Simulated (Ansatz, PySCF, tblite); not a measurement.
Bond stretch in Mg2, singlet.

- UCCSDT(Q) = CCSDT(Q) on UHF/aug-cc-pVDZ, frozen core run with Ansatz (a program for electronic structure)
- UKS-M06-2X/6-31G* = unrestricted M06-2X/6-31G*, spherical d (PySCF)
- UMP2 = MP2 on UHF/aug-cc-pVDZ, frozen core (Ansatz)
- GFN2-xTB, 300 K electronic temperature (tblite)
- RKS-M06-2X/6-31G* = restricted M06-2X/6-31G*, spherical d in PySCF

Energies are in kcal/mol, each relative to the lowest point of its own curve near equilibrium.

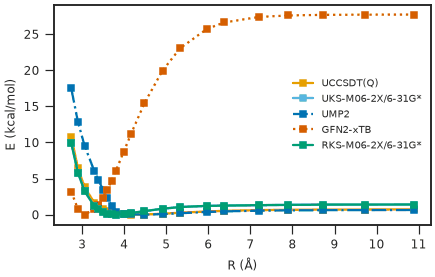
*Energy against bond length for each method.*

```tsv
R / Å	UCCSDT(Q)	UKS-M06-2X/6-31G*	UMP2	GFN2-xTB	RKS-M06-2X/6-31G*
2.74	10.7	9.9	17.5	3.2	9.9
2.90	6.4	5.8	12.8	0.8	5.8
3.06	3.8	3.2	9.5	0.0	3.2
3.29	1.6	1.2	6.0	0.8	1.2
3.38	1.2	0.7	4.9	1.3	0.7
3.50	0.7	0.3	3.4	2.3	0.3
3.60	0.5	0.1	2.3	3.5	0.1
3.70	0.3	0.0	1.2	4.7	0.0
3.80	0.2	0.0	0.3	6.1	0.0
3.99	0.0	0.1	0.1	8.7	0.1
4.16	0.0	0.2	0.0	11.2	0.2
4.48	0.0	0.5	0.0	15.4	0.5
4.91	0.1	0.8	0.1	20.0	0.8
5.33	0.3	1.1	0.2	23.1	1.1
5.97	0.4	1.2	0.4	25.7	1.2
6.38	0.5	1.3	0.4	26.6	1.3
7.20	0.6	1.3	0.5	27.4	1.3
7.90	0.7	1.4	0.6	27.6	1.4
8.72	0.7	1.4	0.6	27.7	1.4
9.72	0.7	1.4	0.6	27.7	1.4
10.88	0.7	1.4	0.6	27.7	1.4
```

The unrestricted determinant behind UCCSDT(Q), UMP2 is spin-contaminated at 2.74 to 3.70 Å (<S²> up to 0.6, against 0.00 for a pure singlet).
